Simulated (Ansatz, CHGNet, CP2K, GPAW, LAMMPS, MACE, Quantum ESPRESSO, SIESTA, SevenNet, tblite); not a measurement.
# CP2K on amorphous Si (114 atoms): settings against a plane-wave reference, part 3 of 3

Wanted: CP2K inputs and outputs for amorphous Si (114 atoms), checked against a plane-wave reference.

Program: CP2K 2026.2; the method stands at each step. Banners, paths, timers and routine set-up lines are dropped from the logs unmarked, and long logs keep their key lines alone; longer cuts are marked.

So far. Step 6 (LDA, DZVP-MOLOPT-SR, 350/50 Ry, diagonalisation): Against the first run (4.6 %), the force difference from the reference is 7.7 %, at 0.41 times the CPU time (on 2 against 4 cores); the model has changed, so this is no error of the program alone.

**8. Another try, on a changed input**

Level of this step: Kohn-Sham DFT, PBE, GTH-PBE pseudopotentials, Gaussian and plane waves, DZVP-MOLOPT (UZH set), diagonalisation (CP2K).

input.inp

```
&GLOBAL
  PROJECT cell
  RUN_TYPE ENERGY_FORCE
  PRINT_LEVEL LOW
&END GLOBAL
&FORCE_EVAL
  METHOD QS
  STRESS_TENSOR ANALYTICAL
  &DFT
    BASIS_SET_FILE_NAME BASIS_MOLOPT_UZH
    POTENTIAL_FILE_NAME POTENTIAL_UZH
    &MGRID
      CUTOFF 350
      REL_CUTOFF 50
    &END MGRID
    &QS
      EPS_DEFAULT 1.0E-12
    &END QS
    &SCF
      SCF_GUESS ATOMIC
      EPS_SCF 1.0E-06
      MAXSCF 60
      ADDED_MOS 51
      &DIAGONALIZATION
        ALGORITHM STANDARD
      &END DIAGONALIZATION
      &SMEAR ON
        METHOD FERMI_DIRAC
        ELECTRONIC_TEMPERATURE [K] 580
      &END SMEAR
      &MIXING
        METHOD BROYDEN_MIXING
        ALPHA 0.15
        NBROYDEN 8
      &END MIXING
      &PRINT
        &RESTART OFF
        &END RESTART
      &END PRINT
    &END SCF
    &XC
      &XC_FUNCTIONAL PBE
      &END XC_FUNCTIONAL
    &END XC
    &PRINT
      &MULLIKEN ON
      &END MULLIKEN
      &LOWDIN ON
      &END LOWDIN
      &MO ON
        EIGENVALUES T
        OCCUPATION_NUMBERS T
        MO_INDEX_RANGE 217 240
        &EACH
          QS_SCF 0
        &END EACH
        ADD_LAST NUMERIC
      &END MO
    &END PRINT
  &END DFT
  &SUBSYS
    &CELL
      A 13.28010 0.00000 0.00000
      B 0.00000 13.28010 0.00000
      C 0.00000 0.00000 13.28010
    &END CELL
    &COORD
[... 114 atom lines left out: the same atoms as in the first run ...]
    &END COORD
    &KIND Si
      BASIS_SET DZVP-MOLOPT-PBE-GTH-q4
      POTENTIAL GTH-PBE-q4
    &END KIND
  &END SUBSYS
  &PRINT
    &FORCES ON
    &END FORCES
    &STRESS_TENSOR ON
    &END STRESS_TENSOR
  &END PRINT
&END FORCE_EVAL
```

On the command line:

```
$ OMP_NUM_THREADS=1 mpirun -np 4 cp2k.psmp -i input.inp > output.txt
```

Numbers of over 12 decimals in the logs are rounded to 6 here.

Log:

```text
Possible matches for unknown keyword
 MAXSCF
   keyword MAX_SCF in section %__ROOT__%FORCE_EVAL%DFT%SCF score:  109
   keyword MAX_SCF in section %__ROOT__%FORCE_EVAL%DFT%XAS%SCF score:  109
   keyword EPS_SCF in section %__ROOT__%FORCE_EVAL%DFT%SCF score:  106
   enum MOPAC in section %__ROOT__%FORCE_EVAL%DFT%SCF for keyword SCF_GUESS score:  106
   keyword ROKS_F in section %__ROOT__%FORCE_EVAL%DFT%SCF score:  106
 *   ___                                                                       *
 *  /   \                                                                      *
 * [ABORT]                                                                     *
 *  \___/             found an unknown keyword MAXSCF in section SCF           *
 *    |                                                                        *
 *  O/|                                                                        *
 * /| |                                                                        *
```

It took 0.76 s on 4 MPI ranks of Arm Neoverse V2, shared host; peak memory 0.59 GiB.

The program stopped at the start. The fault in the input: a misspelt keyword (MAX_SCF written as MAXSCF).

**9. All runs compared**

Differences are against the plane-wave reference, forces as r.m.s. over components; share is that over the reference's r.m.s. force, slope the least-squares factor from reference forces to these. Total energies of different programs have different zeros and aren't compared.

| run | Δ force, r.m.s. (meV/Å) | share (%) | slope | Δ pressure (GPa) | cores | CPU time | memory (GiB) |
| --- | --- | --- | --- | --- | --- | --- | --- |
| reference | - | - | - | - | 4 | 18 min | 9.2 |
| CP2K PBE, DZVP-UZH, 350/50 Ry, diagonalisation | 37.1 | 4.56 | 1.007 | -0.221 | 4 | 9.6 min | 4.0 |
| CP2K GFN1-xTB, diagonalisation | 239 | 29.4 | 1.177 | 6.18 | 1 | 56 s | 0.34 |
| CP2K PBE, SZV-MOLOPT-SR, 350/50 Ry, diagonalisation (coarse) | 368 | 45.3 | 1.334 | 6.37 | 1 | 2.4 min | 2.3 |
| CP2K PBE, TZVP-UZH, 350/50 Ry, diagonalisation | 24.9 | 3.07 | 0.999 | -0.103 | 4 | 11 min | 4.3 |
| CP2K LDA, DZVP-MOLOPT-SR, 350/50 Ry, diagonalisation | 62.5 | 7.69 | 0.957 | -3.66 | 2 | 3.9 min | 2.5 |
| CP2K PBE, DZVP-UZH, 175/50 Ry, diagonalisation (coarse) | 37.1 | 4.56 | 1.007 | -0.221 | 2 | 8.7 min | 1.3 |

Rows marked coarse were listed beforehand as settings not expected to be converged; some can still land near the reference.

CPU time is summed over cores on a shared host, where runs went side by side, so it is rough. Symmetry, cutoffs, thresholds, outputs and thread counts weren't matched or tuned between programs; memory under MPI is the largest rank's times the ranks.

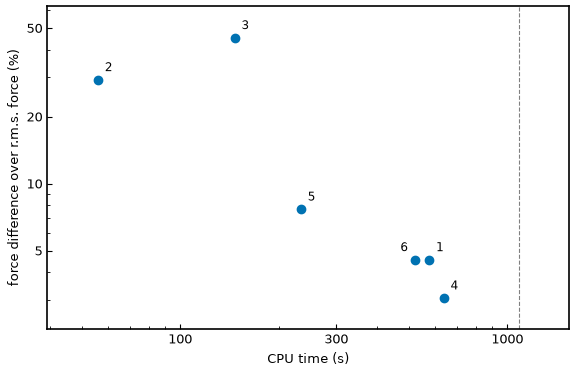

Force difference against CPU time; the dashed line marks the reference's time. Points: 1 CP2K PBE, DZVP-UZH, 350/50 Ry, diagonalisation; 2 CP2K GFN1-xTB, diagonalisation; 3 CP2K PBE, SZV-MOLOPT-SR, 350/50 Ry, diagonalisation; 4 CP2K PBE, TZVP-UZH, 350/50 Ry, diagonalisation; 5 CP2K LDA, DZVP-MOLOPT-SR, 350/50 Ry, diagonalisation; 6 CP2K PBE, DZVP-UZH, 175/50 Ry, diagonalisation.

Within one program, basis, potentials and functional, energies share a zero. Each run against its twin at the usual cutoff or grid and solver:

| run | twin | Δ energy (meV/atom) | Δ force, r.m.s. (meV/Å) | CPU time over the twin's |
| --- | --- | --- | --- | --- |
| CP2K PBE, DZVP-UZH, 175/50 Ry, diagonalisation | DZVP-UZH, 350/50 Ry, diagonalisation | -4.0e-4 | 0.054 | 0.91 (this twin ran on 4 cores) |

**10. Outcome**

- nearest in forces: CP2K PBE, TZVP-UZH, 350/50 Ry, diagonalisation, 3.1 %
- its CPU time: 11 min

**Reading.** The PBE runs in local orbitals, coarse settings apart, differ by 3.1 % (CP2K PBE, TZVP-UZH, 350/50 Ry, diagonalisation) to 4.6 % (CP2K PBE, DZVP-UZH, 350/50 Ry, diagonalisation); basis, grid and potentials can all enter. Tight binding differs by 29 % (CP2K GFN1-xTB, diagonalisation); it is another model, with fitted parameters of its own, and the xTB methods hold dispersion. Rows with another functional or a dispersion term differ by 7.7 % (CP2K LDA, DZVP-MOLOPT-SR, 350/50 Ry, diagonalisation), which mixes the change of model with differences of basis and potentials. CP2K GFN1-xTB, diagonalisation needed 108 SCF steps, so its time overstates the method's usual cost. Runs with settings chosen to be coarse differ by 4.6 % (CP2K PBE, DZVP-UZH, 175/50 Ry, diagonalisation) to 45 % (CP2K PBE, SZV-MOLOPT-SR, 350/50 Ry, diagonalisation), their programs' other errors included. Of the electronic-structure runs that take under half the reference's CPU time, CP2K PBE, DZVP-UZH, 175/50 Ry, diagonalisation comes nearest, at 4.6 % in 8.7 min against 18 min. CP2K PBE, SZV-MOLOPT-SR, 350/50 Ry, diagonalisation stiffens the forces by a factor of 1.33 while following their directions (correlation 0.975); the slopes of the 6 CP2K runs lie between 0.96 and 1.33. In pressure, CP2K PBE, SZV-MOLOPT-SR, 350/50 Ry, diagonalisation misses by +6.4 GPa, at the same functional. Periodic xTB results under one method name differ between programs and library versions. The reference's pressure holds the uncorrected Pulay stress of its 45 Ry basis, so small pressure differences, and their order, may be the reference's own error. The quench rate of 10 K/ps is many orders above laboratory rates, so the cell is likely richer in defects and strain than a real sample. The network of bonds at the start is that of the classical potential that made the cell, and needn't be the one that DFT or experiment would give. The electronic-structure runs sample only Γ, in a cell whose shortest periodic width is 13 Å, which is coarse for a cell with partly filled levels.

[Also dropped from logs without a mark: logging warnings of Python, and SIESTA's first energy breakdown and zero terms.]

[Logs are printed without paths, hosts, clocks, repeated set-up lines and the standing remarks that a program may print on its own settings, such as how far it seeks lower states.]

[Hosts, paths, dates, database ids (printed as entryN), source tags and the programs' standing remarks are cut or masked in the printed files.]
